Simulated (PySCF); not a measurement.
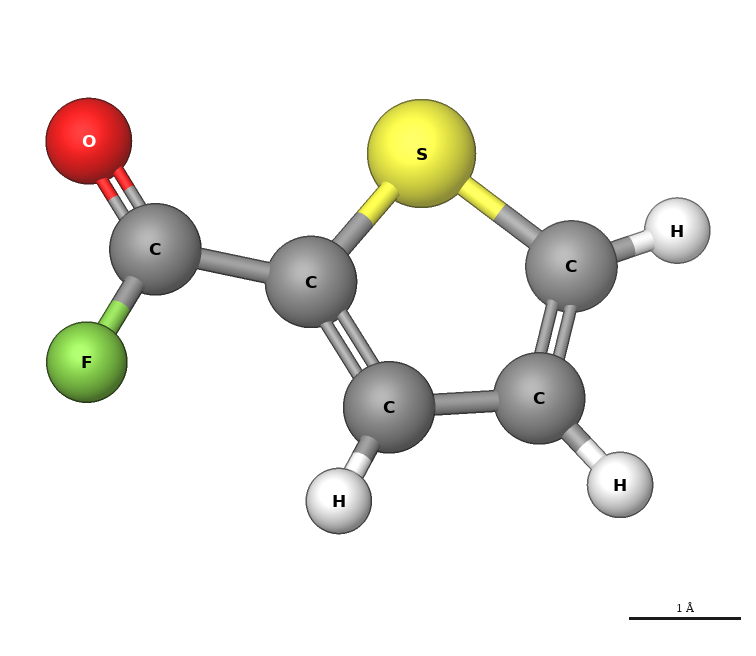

Multiple sticks mark multiple bonds (one Kekulé form).

> Which formula does it have?

C₅H₃FOS, 11 atoms: 5 carbon, 3 hydrogen, 1 fluorine, 1 oxygen and 1 sulfur.

> Does it have rings?

Independent rings (smallest set): 1 of 5 members, 1 of them aromatic.

> Write the SMILES.

O=C(F)c1cccs1

The parts below concern this one geometry. Atoms keep their numbers from picture to picture. The geometry was computed by an optimisation with PBE0-D3(BJ)/def2-TZVP. No frequency run is at hand to confirm it as a minimum.

**Shape**

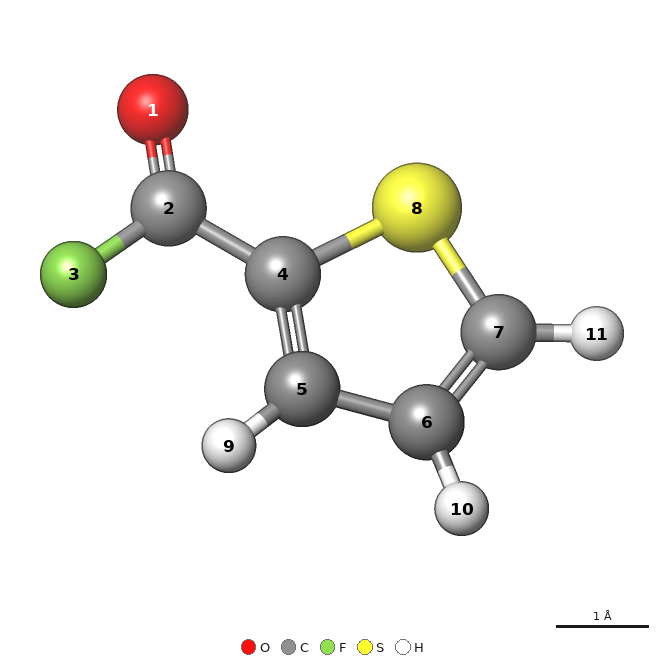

Numbered structure. No frequency run is at hand to confirm it as a minimum.

Estimate the angles O1–C2–F3, O1–C2–C4, C2–C4–C5, F3–C2–C4, C4–C5–C6, C4–C5–H9, C5–C4–S8, C5–C6–C7, C5–C6–H10, C6–C7–S8, C6–C7–H11, C7–C6–H10.

| angle | degrees |
| --- | --- |
| O1–C2–F3 | 120.6 |
| O1–C2–C4 | 128.1 |
| C2–C4–C5 | 128.7 |
| F3–C2–C4 | 111.2 |
| C4–C5–C6 | 112.3 |
| C4–C5–H9 | 122.7 |
| C5–C4–S8 | 111.6 |
| C5–C6–C7 | 112.1 |
| C5–C6–H10 | 124.4 |
| C6–C7–S8 | 112.5 |
| C6–C7–H11 | 127.6 |
| C7–C6–H10 | 123.6 |

**Charges**

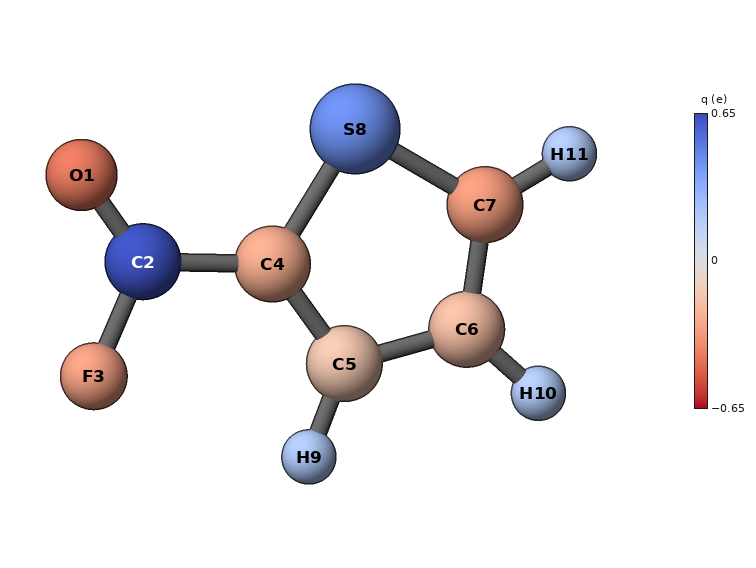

Atoms are coloured by their IAO charges. No frequency run is at hand to confirm it as a minimum. Method: PBE0/pcSseg-2, gas phase (PySCF 2.14.0).

List the IAO charges.

```json
{"atom": "O1", "value (e)": "−0.41"}
{"atom": "C2", "value (e)": "0.62"}
{"atom": "F3", "value (e)": "−0.29"}
{"atom": "C4", "value (e)": "−0.25"}
{"atom": "C5", "value (e)": "−0.14"}
{"atom": "C6", "value (e)": "−0.18"}
{"atom": "C7", "value (e)": "−0.31"}
{"atom": "S8", "value (e)": "0.43"}
{"atom": "H9", "value (e)": "0.18"}
{"atom": "H10", "value (e)": "0.17"}
{"atom": "H11", "value (e)": "0.19"}
```

**Quadrupole coupling**

No frequency run is at hand to confirm it as a minimum. Electric field gradients from the ground-state density, PBE0/pcSseg-2 (PySCF 2.14.0), non-relativistic apart from any core potentials.

Give the largest field-gradient component, the quadrupole coupling constant and the asymmetry for 17O at O1 (Q = −25.6 mb), 33S at S8 (Q = −67.81 mb), 2H at H9 (Q = 2.86 mb), 2H at H10 (Q = 2.86 mb), 2H at H11 (Q = 2.86 mb).

```tsv
atom	V_zz (a.u.)	e²qQ/h (MHz)	η
O1	−1.495	8.99	0.33
S8	1.742	−27.8	0.39
H9	0.297	0.199	0.05
H10	0.300	0.201	0.06
H11	0.301	0.202	0.07
```

**Levels of theory compared**

No frequency run is at hand to confirm it as a minimum. Program: PySCF 2.14.0.

At this fixed geometry, give HOMO energy (eV), dipole (D) at these levels: B97-2/pcSseg-2; KT3/pcSseg-2; PBE0/pcSseg-2; WP04/pcSseg-2 in chloroform (IEF-PCM); ωB97X-D/pcSseg-2; ωB97X-D/pcSseg-2 in chloroform (IEF-PCM).

```json
{"level": "B97-2/pcSseg-2", "HOMO energy (eV)": "−7.51", "dipole (D)": "4.35"}
{"level": "KT3/pcSseg-2", "HOMO energy (eV)": "−6.72", "dipole (D)": "4.25"}
{"level": "PBE0/pcSseg-2", "HOMO energy (eV)": "−7.76", "dipole (D)": "4.35"}
{"level": "WP04/pcSseg-2 in chloroform (IEF-PCM)", "HOMO energy (eV)": "−8.68", "dipole (D)": "5.60"}
{"level": "ωB97X-D/pcSseg-2", "HOMO energy (eV)": "−9.49", "dipole (D)": "4.31"}
{"level": "ωB97X-D/pcSseg-2 in chloroform (IEF-PCM)", "HOMO energy (eV)": "−9.33", "dipole (D)": "5.28"}
```

**Ring current**

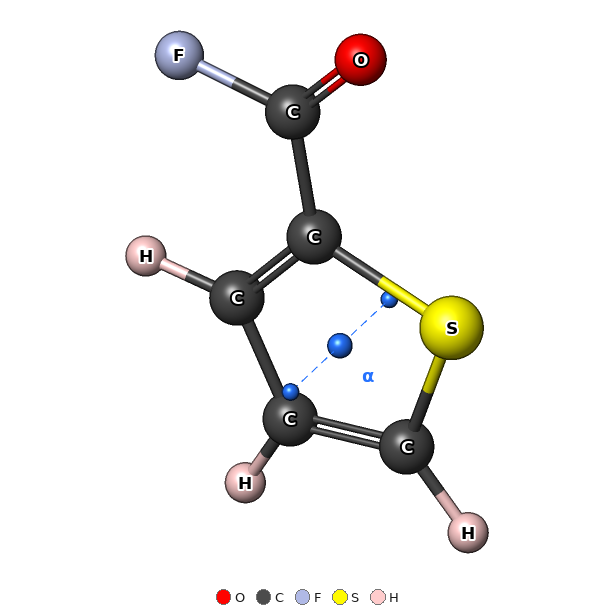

The small points mark where nucleus-independent chemical shifts (NICS) were computed: at the centre of each lettered ring and 1 Å above and below it. No frequency run is at hand to confirm it as a minimum. Level of theory: GIAO KT3/pcSseg-2 NMR shielding, non-relativistic, gas phase (PySCF 2.14.0).

Give NICS(0), NICS(1) and the out-of-plane component NICS(1)zz for each ring (means of the two sides).

| ring | members | NICS(0) | NICS(1) | NICS(1)zz |
| --- | --- | --- | --- | --- |
| α | C4S | −12.5 | −9.8 | −26.5 |

Values in ppm.

> What do the values say about the ring currents?

Ring α: diatropic, as in an aromatic ring. NICS is one index among several.
